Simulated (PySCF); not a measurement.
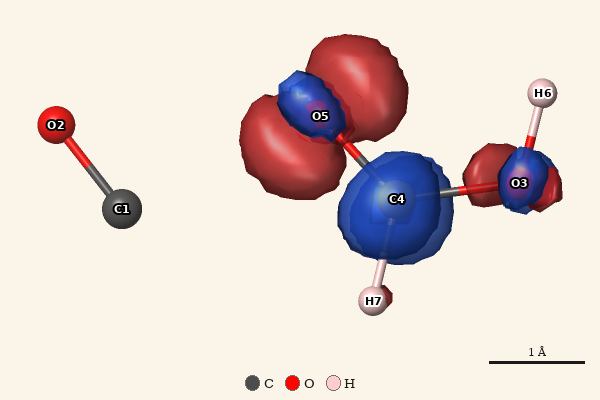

C2H2O3, SMILES `[C-]#[O+].OC=O`. Unrelaxed difference density of S₁ less the ground state (TDA singlet states), ±0.1 e/Å³; blue: gain, red: loss.

Level of theory: CAM-B3LYP/def2-SVP (PySCF), at a geometry from GFN2-xTB. The pair's geometry is semi-empirical, so its contact may be too short or too long. Without diffuse functions Rydberg states are missing, so the states' numbers hold for this basis only.

The calculation's input:

```python
import numpy as np
from pyscf import gto, scf, dft, tdscf
from pyscf.scf import atom_ks, atom_hf
from scipy.linalg import block_diag

def solve(mol, dm0=None, hcore=None):
    mf = (dft.UKS if mol.spin else dft.RKS)(mol, xc='camb3lyp')
    mf.grids.level = 3
    mf = mf.density_fit(auxbasis='def2-universal-jkfit')
    mf.conv_tol, mf.max_cycle = 1e-8, 80
    if hcore is not None:
        mf.get_hcore = lambda *args: hcore
    mf.kernel(dm0)
    if not mf.converged:
        mf = mf.newton().run(mf.mo_coeff, mf.mo_occ, max_cycle=30)
    assert mf.converged, 'SCF not converged'
    return mf

mol = gto.M(atom='''
C     -1.80686    -0.58288    -0.00119
O     -2.56494     0.25861    -0.00985
O      2.40271    -0.05419    -0.01414
C      1.11090    -0.30571     0.00941
O      0.24615     0.52265     0.01827
H      2.57543     0.90370    -0.02357
H      0.92891    -1.38868     0.01998
''', basis='def2-svp', charge=0, spin=0, verbose=4)
mf = solve(mol)
td = mf.TDA()
td.nstates, td.singlet, td.conv_tol = 5, True, 1e-5
td.kernel()
td.analyze()
x, y = np.array([p[0] for p in td.xy]), np.array([p[1] + 0 * p[0] for p in td.xy])
f, mu = td.oscillator_strength(), td.transition_dipole()
nto = [td.get_nto(state=i + 1, verbose=4) for i in range(len(td.e))]
# spherically averaged free atoms, for the promolecule
atm = atom_ks.get_atm_nrks(mol, xc='camb3lyp')
pro = block_diag(*[(atm[a[0]][2] * atm[a[0]][3]) @ atm[a[0]][2].T for a in mol._atom])
np.savez('result.npz', e=td.e, f=f, ok=td.converged, w=[n[0] for n in nto], nto=[n[1] for n in nto], x=x, y=y, c=mf.mo_coeff, occ=mf.mo_occ, eps=mf.mo_energy, pro=pro, mu=mu)
```

Command:

```sh
OMP_NUM_THREADS=1 python input.py
```

The run took 57 s on 1 thread of Intel(R) Xeon(R) Platinum 8488C (Sapphire Rapids) (shared host), peak memory 0.47 GiB.

How does the charge move on excitation?

0.77 e is displaced in all, of which about 0.4 e passes between atoms: O5 (0.35 e) and C1 (0.07 e) lose electrons and C4 (0.38 e) and O3 (0.06 e) gain them. The state: 5.92 eV (209 nm), f = 0.001 (very weak); the leading pair carries 100 %; hole on O5 (66 %), C4 (10 %) and O3 (8 %), electron on C4 (48 %), O5 (30 %) and O3 (14 %); their centroids lie 0.7 Å apart.
